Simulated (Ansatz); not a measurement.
AlF₂H₃O₂

The calculation's input:

```
crystal:
  periodic: [false, false, false]
  atoms:
    - { symbol: Al, position_ang: [0.161296, 0.434705, -0.420237] }
    - { symbol: O, position_ang: [-0.112213, 0.051549, 2.498169] }
    - { symbol: H, position_ang: [-1.062969, -0.102031, 2.584226] }
    - { symbol: O, position_ang: [1.660329, -0.122093, -0.980431] }
    - { symbol: H, position_ang: [1.739614, -0.980806, -1.402912] }
    - { symbol: F, position_ang: [-1.271782, -0.297774, -0.76575] }
    - { symbol: F, position_ang: [0.091386, 1.912868, 0.361888] }
    - { symbol: H, position_ang: [-0.047262, 1.010182, 2.275947] }
basis:
  gaussian: { orbitals: "6-31G*" }
hamiltonian:
  xc: pbe0
  dispersion: d4
relax:
  f_tol: 0.03
  max_steps: 50
output:
  orbitals: {}
```

Command:

```sh
ansatz run input.yaml --threads 2 --pin off --max-ram 3072MiB --backend cpu --events-out ev --progress --plain --runs-dir out
```

The fields are those of the relaxed geometry.

Theory: Ansatz, RKS PBE0-D4/6-31G*.

> What will maps of the electron density and electron localisation function show?

Al–F (1.67 Å): ρ at the midpoint is about 0.81 e/Å³; the ELF peaks at about 0.90 in the valence shell of F, 0.6 Å from its nucleus, and is about 0.20 at the midpoint.
O–H (0.97 Å): the density is about 3.7 e/Å³ at the midpoint; the ELF climbs to about 1 towards the hydrogen, as it does in any bond to H: an ordinary covalent bond to hydrogen.

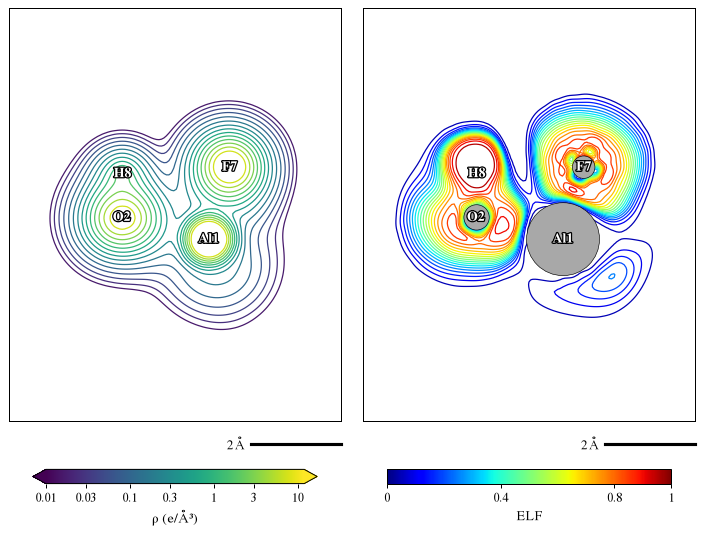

Computed electron density and electron localisation function on the plane of atoms Al1, O2 and H8, in this order. Grey discs cover the atomic cores in the ELF map. 
